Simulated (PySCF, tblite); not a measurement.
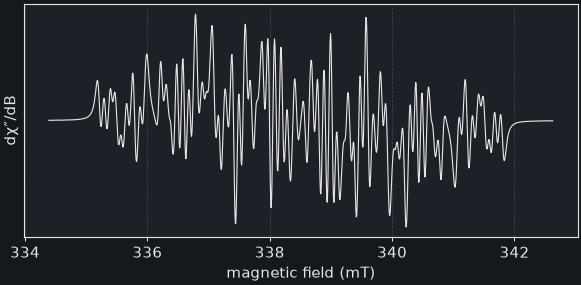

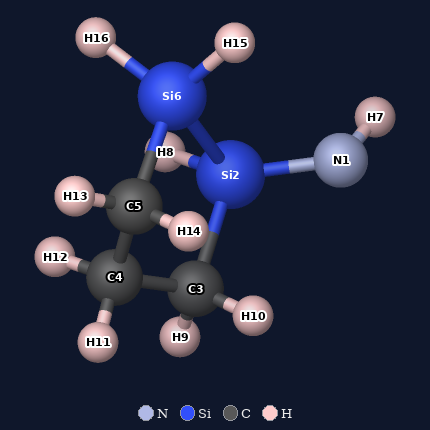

First-order isotropic EPR spectrum (fast tumbling, first derivative) of C₃H₁₀NSi₂, SMILES [NH][Si@H]1CCC[SiH2]1, doublet at 9.50 GHz, Lorentzian lines of 0.10 mT full width at half height, from computed g and hyperfine couplings (B3LYP/pcH-1 with PySCF 2.14.0, at a GFN2-xTB geometry (a minimum by its frequencies), gas phase); values of one conformer, averaged over methyl-type rotors alone; other conformers aren't averaged in; no vibrational averaging; dilute isotopes left out. The SMILES is one Lewis form and needn't show where the spin sits.

Which couplings does the calculation give? The spectrum shows the sizes of those above the line width, not their signs.

Answer.
```
nuclei  isotope  a (mT)  a (MHz)
    H7       ¹H   −1.60    −45.0
   H16       ¹H    1.18     33.1
    H8       ¹H    1.02     28.5
    N1      ¹⁴N    0.81     22.8
   H13       ¹H    0.58     16.2
   H15       ¹H   −0.27     −7.7
   H11       ¹H    0.21      5.8
   H10       ¹H   −0.11     −3.0
    H9       ¹H    0.02      0.7
   H14       ¹H   −0.02     −0.6
   H12       ¹H    0.01      0.3
```

What is the g value, and how wide is the spectrum?

Answer. g_iso = 2.0051, which centres the spectrum at 338.5 mT; it spans 6.6 mT.

Note: the tight-binding geometry is rougher than a DFT one and adds to the error.
